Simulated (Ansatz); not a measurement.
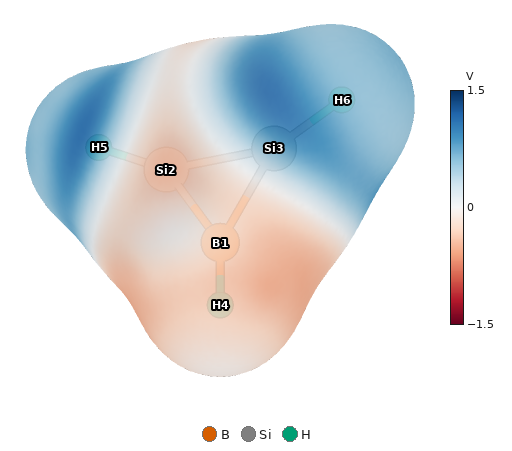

The picture shows: BH3Si2 (SMILES B1[SiH]=[SiH]1). The molecular electrostatic potential painted on the density surface at 0.002 e/bohr³, seen at a tilt; the colour scale runs from red (negative) to blue (positive).

Geometry: r2SCAN-D4/def2-SVP.

Level of theory: Ansatz, isolated molecule in a Gaussian basis; Kohn-Sham density functional theory, functional PBE0.

The calculation's input:

```
crystal:
  periodic: [false, false, false]
  atoms:
    - {symbol: B, position_ang: [-1.649432, 2.081160, 0.626790]}
    - {symbol: Si, position_ang: [-1.404733, 1.319447, -1.127678]}
    - {symbol: Si, position_ang: [-2.892994, 0.658189, 0.243627]}
    - {symbol: H, position_ang: [-1.276024, 2.897349, 1.425318]}
    - {symbol: H, position_ang: [-0.682811, 1.271928, -2.440685]}
    - {symbol: H, position_ang: [-4.038387, -0.218687, 0.651758]}
basis:
  gaussian: {orbitals: def2-TZVPD}
hamiltonian: {xc: {name: PBE0}}
output: {forces: true, orbitals: {seedname: orbitals}}
```

Launched as:

```sh
ansatz run input.yaml --threads 1 --pin off --max-ram 2610MiB --events-out events.jsonl --progress --plain --runs-dir runs
```

Where is the surface potential most negative and most positive?

Answer. The most negative region (about −0.5 V) lies over H4, the most positive (about +1.1 V) over Si2 and Si3.

What dipole moment does the calculation give?

Answer. Its dipole moment is 1.24 D.
